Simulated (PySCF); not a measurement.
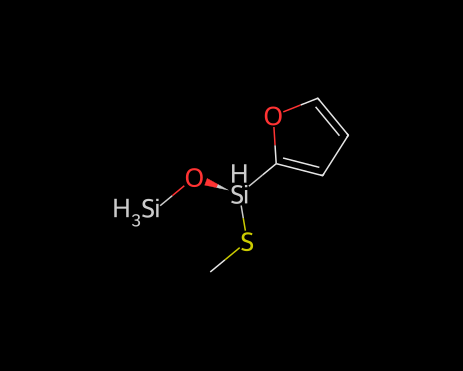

> Give its SMILES.

CS[Si@@H](O[SiH3])c1ccco1

> Give the formula, hydrogens included.

C5H10O2SSi2.

> An optimisation with GFN2-xTB gave a structure of which point group?

C1.

More results for the same structure follow; atom numbers are the same in all pictures, views and colours differ. The geometry was computed by an optimisation with GFN2-xTB. No frequency run is at hand to confirm it as a minimum.

Ring current

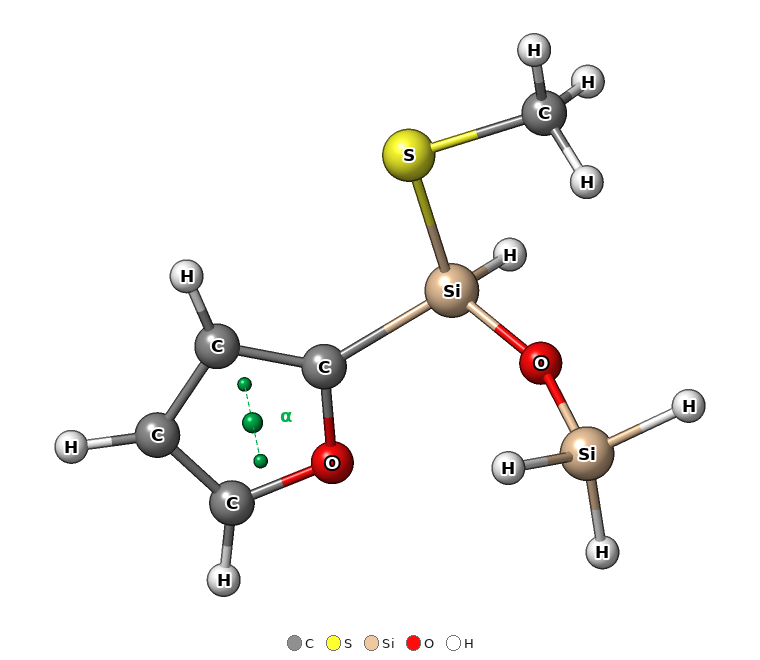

The small points mark where nucleus-independent chemical shifts (NICS) were computed: at the centre of each lettered ring and 1 Å above and below it. No frequency run is at hand to confirm it as a minimum. Method: GIAO PBE0/pcSseg-1 NMR shielding, non-relativistic, gas phase (PySCF 2.14.0).

Give NICS(0), NICS(1) and the out-of-plane component NICS(1)zz for each ring (means of the two sides).

```
ring  members  NICS(0)  NICS(1)  NICS(1)zz
   α      C4O    −12.3    −11.0      −28.1
```

Values in ppm.

> What do the values say about the ring currents?

Ring α: diatropic, as in an aromatic ring. NICS is one index among several.

NMR shielding

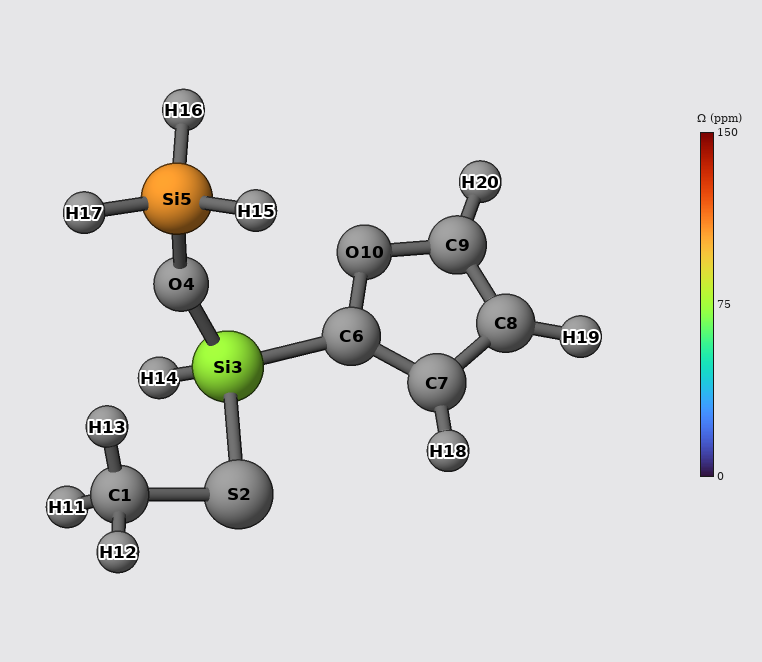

The Si atoms are coloured by the span of their shielding tensor. No frequency run is at hand to confirm it as a minimum. Properties computed with GIAO PBE0/pcSseg-1 NMR shielding, non-relativistic, gas phase (PySCF 2.14.0). Principal shieldings σ11 ≤ σ22 ≤ σ33, span Ω = σ33 − σ11, skew κ = 3(σiso − σ22)/Ω.

> Which Si atom has the most anisotropic shielding?

Si5, with a span of 106 ppm.

Give the shielding tensors of the Si atoms.

```tsv
atom	σ11	σ22	σ33	σiso	Ω	κ
Si3	330.5	389.1	405.4	375.0	75.0	−0.56
Si5	352.1	363.7	458.4	391.4	106.4	0.78
```

Shieldings and span in ppm.

Electronic properties

No frequency run is at hand to confirm it as a minimum. Level of theory: PBE0/pcSseg-1, gas phase (PySCF 2.14.0).

> Estimate the LUMO energy (Kohn–Sham orbital).

−0.50 eV.

> Give the dipole moment at this level.

1.12 D.

> What is the HOMO energy (Kohn–Sham orbital)?

−6.73 eV.

The geometry is semi-empirical. Around Si such bond lengths and angles can be off by a tenth of an ångström or more and by several degrees, and values that hang on the shape move with them.
